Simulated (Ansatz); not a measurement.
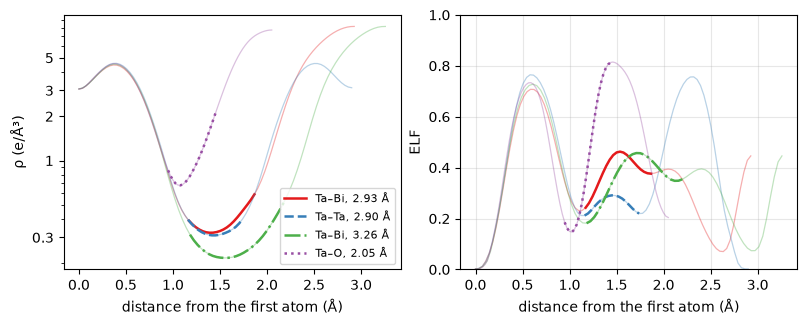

Figure. Ta2Bi2O. Valence electron density and ELF along straight lines between neighbouring atoms. Thin, pale parts lie inside the atomic spheres.

Space group Cmce; a generated structure, not necessarily the stable one; changed on purpose from its base cell (volume × 0.94, shape and atoms relaxed); computed pressure about 2 GPa in this cell.

These are results of DFT PBE, scalar-relativistic, plane waves, PAW in Ansatz, not measurements.

Core electrons are frozen (PAW), and the valence fields are smoothed inside the atomic spheres.

**What can be read from the curves?**

Ta–Bi (2.93 Å): ρ is about 0.33 e/Å³ halfway; the ELF is about 0.45 at the midpoint.
Ta–Ta (2.90 Å): ρ at the midpoint is about 0.31 e/Å³; the ELF is about 0.30 at the midpoint (no localised pair shows between them).
Ta–Bi (3.26 Å): the density is about 0.22 e/Å³ at the midpoint; the ELF is about 0.45 at the midpoint.
Ta–O (2.05 Å): ρ at the midpoint is about 0.7 e/Å³; the ELF peaks at about 0.80 in the valence shell of O, 0.6 Å from its nucleus, and drops to about 0.15 between the two atoms (no localised pair shows between them).
